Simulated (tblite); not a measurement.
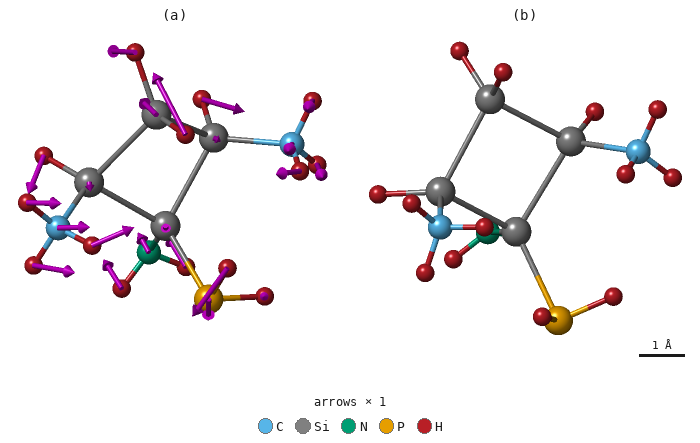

The structure of C2H14NPSi4 before (left) and after (right) a relaxation, at one scale. The purple arrows give the displacements, at their true length.

Style: ball-and-stick. Shown at a tilt.

Computed with GFN2-xTB geometry optimisation, gas phase (tblite 0.8.0). 

> What changed between the two?

After 159 geometry steps the energy has fallen by 0.893 eV. An H atom moves most after the best rigid fit: 1.73 Å. By element the largest moves are H 1.73 Å, Si 0.88 Å, P 0.87 Å, C 0.85 Å, N 0.60 Å. Some distances before and after: Si–Si 2.269 → 2.393 Å, P–Si 2.189 → 2.283 Å, C–Si 1.822 → 1.910 Å, Si–Si 2.290 → 2.368 Å. Among the angles between lasting bonds that change: H–Si–H 113.9° → 102.2°, C–Si–H 113.7° → 104.4°, Si–Si–N 115.7° → 106.4°. Groups turn about P–Si by about 45°, Si–Si by about 40°, Si–Si by about 40°.
